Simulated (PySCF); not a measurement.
# C₂H₁₀N₂Si: electronic excitations and core binding energies

Aim: predict the electronic excitations and core binding energies of C₂H₁₀N₂Si (`C[Si](C)(N)N`).

Computed with PySCF 2.14.0, with density-fitted response routines of our own, on a single molecule in the gas phase. Atoms count from 0, in the outputs and in this text.

### Step 1. The molecule as given

15 atoms, charge 0, multiplicity 1; geometry from: GFN2-xTB.

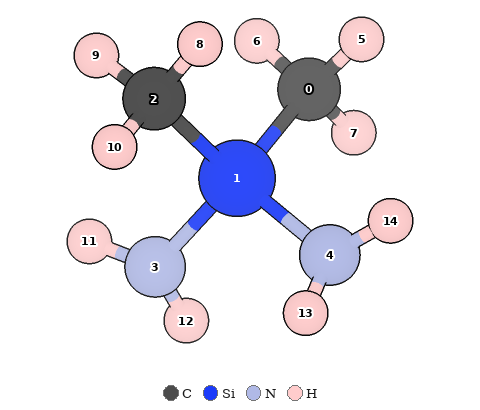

The starting geometry (carbon dark grey, silicon blue, nitrogen light blue, hydrogen pink), atoms numbered.

### Step 2. Ultraviolet spectrum: CAM-B3LYP/def2-SVPD

The job: settings as JSON, then the geometry in Å.

```
{"job": {"kind": "uv", "xc": "CAM-B3LYP", "basis": "def2-SVPD", "nstates": 8, "ntriplets": 3}, "charge": 0, "multiplicity": 1}
C      1.700379    -0.323056     0.488691
Si    -0.142997    -0.135862     0.035926
C     -0.414252     1.546507    -0.820447
N     -0.816426    -1.316586    -1.037543
N     -1.012274    -0.422357     1.506531
H      2.019321     0.427484     1.205081
H      2.334417    -0.224474    -0.387561
H      1.895466    -1.296253     0.928327
H     -0.091671     2.367079    -0.186335
H      0.138522     1.620060    -1.751749
H     -1.463315     1.702363    -1.052150
H     -0.543586    -1.290986    -2.006117
H     -0.844158    -2.271102    -0.717664
H     -2.016257    -0.474876     1.447999
H     -0.747582     0.100049     2.325100
```

With the program's defaults for keys left out, this is: TDDFT CAM-B3LYP/def2-SVPD, vertical, gas phase, core orbitals frozen in the response.

Started as:

```bash
> OMP_NUM_THREADS=1 python probes_run.py task.json out
```

The driver reads the jobs from task.json and runs them one after another.

The program printed:

```text
coarse grid: 12120 points
cycle   1  E = -480.8576918242  dE =  2.728e-01  |g| = 5.919e-01  |ddm| = 4.984e+00
cycle   2  E = -480.8601258490  dE = -2.434e-03  |g| = 6.054e-01  |ddm| = 2.018e+00
cycle   3  E = -480.9400588802  dE = -7.993e-02  |g| = 5.381e-02  |ddm| = 8.366e-01
cycle   4  E = -480.9406360212  dE = -5.771e-04  |g| = 2.429e-02  |ddm| = 1.276e-01
cycle   5  E = -480.9407841047  dE = -1.481e-04  |g| = 2.697e-03  |ddm| = 3.513e-02
cycle   6  E = -480.9407863042  dE = -2.200e-06  |g| = 5.372e-04  |ddm| = 1.298e-02
final grid: 110048 points
cycle   7  E = -481.0034618383  dE = -2.535e-05  |g| = 4.086e-03  |ddm| = 5.939e-02
cycle   8  E = -481.0034621007  dE = -2.624e-07  |g| = 4.123e-03  |ddm| = 1.294e-02
cycle   9  E = -481.0034658553  dE = -3.755e-06  |g| = 3.155e-04  |ddm| = 5.057e-03
cycle  10  E = -481.0034658754  dE = -2.005e-08  |g| = 1.595e-04  |ddm| = 7.853e-04
cycle  11  E = -481.0034658818  dE = -6.460e-09  |g| = 1.205e-05  |ddm| = 3.102e-04
cycle  12  E = -481.0034658819  dE = -6.207e-11  |g| = 4.479e-06  |ddm| = 6.482e-05
converged SCF energy = -481.0034658819

Static polarisability (au): isotropic 67.317, principal 63.868 67.853 70.231

Singlet excitations
state   eV       nm        f      main configurations
  1   6.5104    190.4   0.08562   H->L 0.83, H-1->L+1 0.11
  2   6.5812    188.4   0.03156   H-1->L 0.76, H->L+1 0.15
  3   7.5959    163.2   0.00480   H-1->L+1 0.39, H->L+2 0.28, H-2->L 0.14
  4   7.7490    160.0   0.00171   H->L+1 0.72, H-1->L 0.17
  5   8.0476    154.1   0.01094   H->L+2 0.43, H-1->L+1 0.27, H->L+4 0.13
  6   8.0708    153.6   0.00217   H->L+3 0.35, H-1->L+2 0.22, H-1->L+4 0.19
  7   8.2653    150.0   0.03223   H->L+3 0.42, H-1->L+2 0.36
  8   8.2987    149.4   0.04848   H-1->L+3 0.23, H->L+4 0.21, H-1->L+5 0.13

Triplet excitations (Tamm-Dancoff, eV): 6.2195 6.2651 7.3698
```

It took 57 s on 1 thread of Arm Neoverse N1, shared host; peak memory 0.8 GiB.

The orbitals next to the gap, with their largest atomic shares:

| orbital | eV | atoms |
| --- | --- | --- |
| HOMO−3 | -11.11 | C2 19 %, C0 18 %, Si1 17 % |
| HOMO−2 | -10.32 | C2 18 %, C0 18 %, Si1 16 % |
| HOMO−1 | -8.70 | N3 37 %, N4 34 %, Si1 9 % |
| HOMO | -8.48 | N4 25 %, N3 23 %, C2 12 % |
| LUMO | 1.01 | Si1 30 %, C2 8 %, C0 8 % |
| LUMO+1 | 2.19 | H11 15 %, H14 14 %, H12 13 % |
| LUMO+2 | 2.23 | C0 12 %, C2 12 %, H13 10 % |

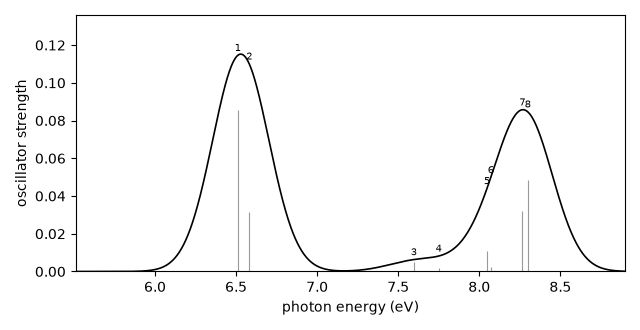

Absorption spectrum from the 8 singlet states computed; above the last one it falls off for lack of states. Lines are broadened to a width of 0.40 eV (Gaussian).

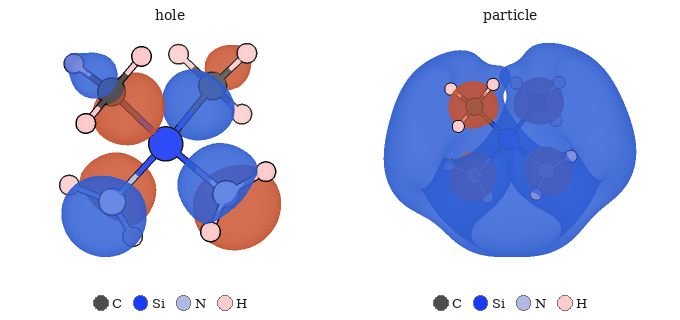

Leading natural transition orbitals of singlet state 1: the electron leaves the hole (left) for the particle orbital (right).

Ground-state properties from the same run:

| property | computed |
| --- | --- |
| dipole moment (D) | 0.32 |
| polarisability (Å³) | 9.98 |
| HOMO–LUMO gap (eV) | 9.48 |
| −ε(HOMO) (eV) | 8.48 |

The fields below are evaluated on a grid from the run's orbitals.

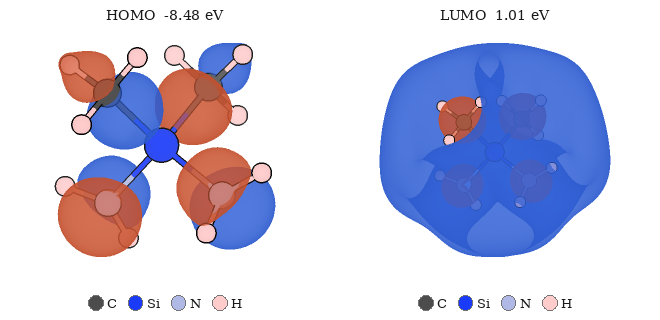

Frontier orbitals at CAM-B3LYP/def2-SVPD; each surface holds 70 % of the orbital's density, blue and red mark the sign.

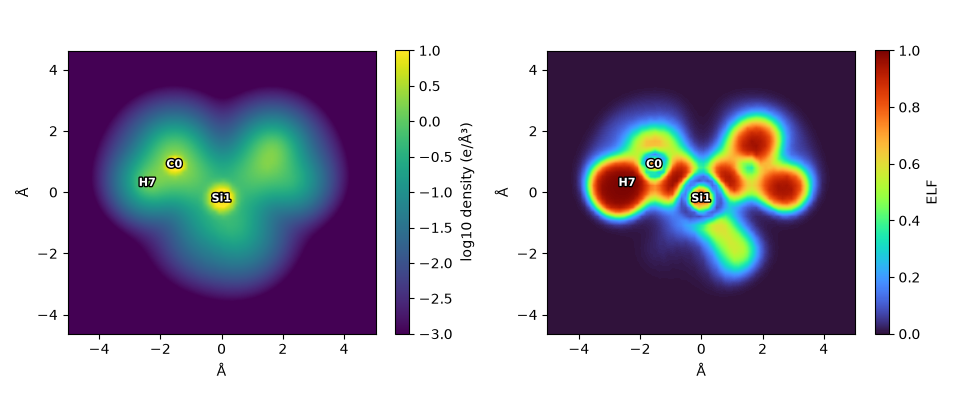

Density (left) and ELF (right) in a plane through or near 3 of the atoms.

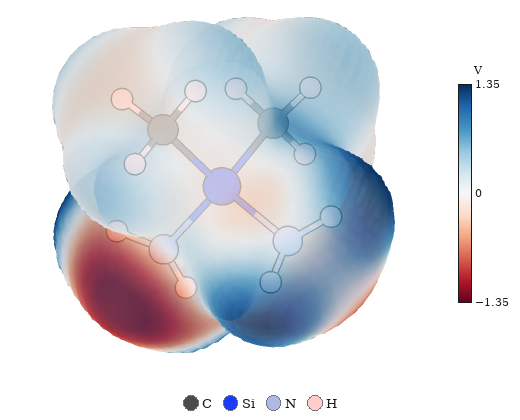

The potential that a unit positive charge feels on the 0.002 e/bohr³ surface, from -1.35 V near N3 to 1.35 V near H14.

### Step 3. Core holes by ΔSCF: SCAN, X2C

Same as in step 2 but for these lines:

```diff
@@ -1,2 +1,2 @@
-{"job": {"kind": "uv", "xc": "CAM-B3LYP", "basis": "def2-SVPD", "nstates": 8, "ntriplets": 3}, "charge": 0, "multiplicity": 1}
+{"job": {"kind": "xps"}, "charge": 0, "multiplicity": 1}
 C      1.700379    -0.323056     0.488691
```

Level: delta-SCF UKS SCAN, pcX-2 on the ionised atom, pcseg-1 elsewhere, spin-free X2C.

The program printed:

```text
ground state, core basis on atom 0 (C), 155 functions
  cycle   1  E = -481.65672587  |g| = 8.24e-01
  cycle   2  E = -481.50746897  |g| = 1.12e+00
  cycle   3  E = -481.81434588  |g| = 1.01e-01
  cycle   4  E = -481.81661541  |g| = 3.73e-02
  cycle   5  E = -481.81696701  |g| = 5.51e-03
  cycle   6  E = -481.81696941  |g| = 3.08e-03
  cycle   7  E = -481.81697284  |g| = 8.22e-04
  cycle   8  E = -481.81697415  |g| = 2.76e-04
  E(ground) = -481.86013586 Eh
hole in C 1s of atom 0
  cycle   1  E = -470.60901982  |g| = 1.50e+00
  cycle   2  E = -470.05379255  |g| = 1.72e+00
  cycle   3  E = -471.12367718  |g| = 3.46e-01
  cycle   4  E = -471.15390488  |g| = 2.09e-01
  cycle   5  E = -471.17394399  |g| = 4.45e-02
  cycle   6  E = -471.17464299  |g| = 1.59e-02
  cycle   7  E = -471.17475538  |g| = 6.22e-03
  cycle   8  E = -471.17477397  |g| = 1.88e-03
  cycle   9  E = -471.17477585  |g| = 9.72e-04
  cycle  10  E = -471.17477702  |g| = 4.21e-04
  E(ion) = -471.21676167 Eh   <S^2> = 0.7665   hole on atom = 1.000   binding energy = 289.621 eV
ground state, core basis on atom 1 (Si), 166 functions
  cycle   1  E = -481.92231908  |g| = 2.90e-01
  cycle   2  E = -481.92235576  |g| = 5.35e-02
  cycle   3  E = -481.92236070  |g| = 4.33e-02
  cycle   4  E = -481.92272788  |g| = 6.66e-03
  cycle   5  E = -481.92273863  |g| = 1.14e-03
  cycle   6  E = -481.92273812  |g| = 1.32e-04
  E(ground) = -481.92410880 Eh
hole in Si 1s of atom 1
  cycle   1  E = -413.00812490  |g| = 4.35e+00
  cycle   2  E = -413.06392153  |g| = 2.19e+00
  cycle   3  E = -413.65749326  |g| = 8.50e-01
  cycle   4  E = -414.02761094  |g| = 2.73e-01
  cycle   5  E = -414.05655430  |g| = 1.11e-01
  cycle   6  E = -414.06209993  |g| = 3.06e-02
  cycle   7  E = -414.06250699  |g| = 8.17e-03
  cycle   8  E = -414.06253881  |g| = 3.18e-03
  cycle   9  E = -414.06254416  |g| = 2.26e-04
  E(ion) = -414.07211290 Eh   <S^2> = 0.7520   hole on atom = 1.000   binding energy = 1846.347 eV
hole in Si 2p of atom 1
  cycle   1  E = -477.67120625  |g| = 1.25e+00
  cycle   2  E = -477.47676634  |g| = 1.19e+00
  cycle   3  E = -477.94318458  |g| = 3.13e-01
  cycle   4  E = -477.99096111  |g| = 9.64e-02
  cycle   5  E = -477.99372700  |g| = 5.24e-02
  cycle   6  E = -477.99508487  |g| = 7.04e-03
  cycle   7  E = -477.99510255  |g| = 4.17e-03
  cycle   8  E = -477.99511241  |g| = 3.04e-04
  E(ion) = -478.00806690 Eh   <S^2> = 0.7514   hole on atom = 1.003   binding energy = 106.561 eV
  2p3/2 = 106.326 eV   2p1/2 = 106.951 eV
ground state, core basis on atom 3 (N), 155 functions
  cycle   1  E = -481.83161295  |g| = 7.76e-02
  cycle   2  E = -481.83154777  |g| = 3.41e-02
  cycle   3  E = -481.83159721  |g| = 3.19e-02
  cycle   4  E = -481.83180915  |g| = 5.61e-03
  cycle   5  E = -481.83181526  |g| = 4.26e-04
  E(ground) = -481.87306973 Eh
hole in N 1s of atom 3
  cycle   1  E = -466.28150653  |g| = 1.86e+00
  cycle   2  E = -465.73231859  |g| = 2.00e+00
  cycle   3  E = -466.92741836  |g| = 3.78e-01
  cycle   4  E = -466.96132902  |g| = 1.90e-01
  cycle   5  E = -466.97747683  |g| = 4.93e-02
  cycle   6  E = -466.97838426  |g| = 1.84e-02
  cycle   7  E = -466.97856015  |g| = 3.84e-03
  cycle   8  E = -466.97857052  |g| = 1.08e-03
  cycle   9  E = -466.97857035  |g| = 3.87e-04
  E(ion) = -467.01897005 Eh   <S^2> = 0.7641   hole on atom = 1.000   binding energy = 404.201 eV
```

It took 74 s on 1 thread of Arm Neoverse N1, shared host; peak memory 0.6 GiB.

The holes in one table. −ε is the ground-state orbital energy:

| hole | stands for | environment | ΔSCF (eV; 2p as the shell's mean) | −ε (eV) | ⟨S²⟩ |
| --- | --- | --- | --- | --- | --- |
| C1s on C0 | C0, C2 | methyl carbon bonded to Si | 289.62 | 272.6 | 0.767 |
| Si1s on Si1 | Si1 | silicon bonded to 2 C, 2 N | 1846.35 | 1793.1 | 0.752 |
| Si2p on Si1 | Si1 | silicon bonded to 2 C, 2 N | 106.53 | 95.8 | 0.751 |
| N1s on N3 | N3, N4 | nitrogen bonded to Si, 2 H | 404.20 | 385.0 | 0.764 |

Each hole run stands for the others of its class of like atoms.

With the spin-orbit splitting: Si1 2p3/2 106.33, 2p1/2 106.95 eV. The table gives each 2p level as the mean over the whole 2p shell (two parts 2p3/2, one part 2p1/2), which differs a little from the single hole in the log.

### Step 4. What came out

| quantity | value |
| --- | --- |
| lowest singlet (CAM-B3LYP/def2-SVPD) | 6.51 eV (190 nm), f = 0.086 |
| lowest triplet | 6.22 eV |
| surface potential, least and greatest | -1.35 V and 1.35 V |
| C1s binding energies, SCAN/pcX-2 | C0 289.62 eV |
| Si1s binding energies, SCAN/pcX-2 | Si1 1846.35 eV |
| Si2p binding energies, SCAN/pcX-2 | Si1 106.53 eV |
| N1s binding energies, SCAN/pcX-2 | N3 404.20 eV |

The first singlet state (HOMO→LUMO 0.83, HOMO−1→LUMO+1 0.11) lies at 6.51 eV and is bright. The lowest triplet lies 0.29 eV below the lowest singlet (triplets in Tamm-Dancoff, singlets in full TDDFT).
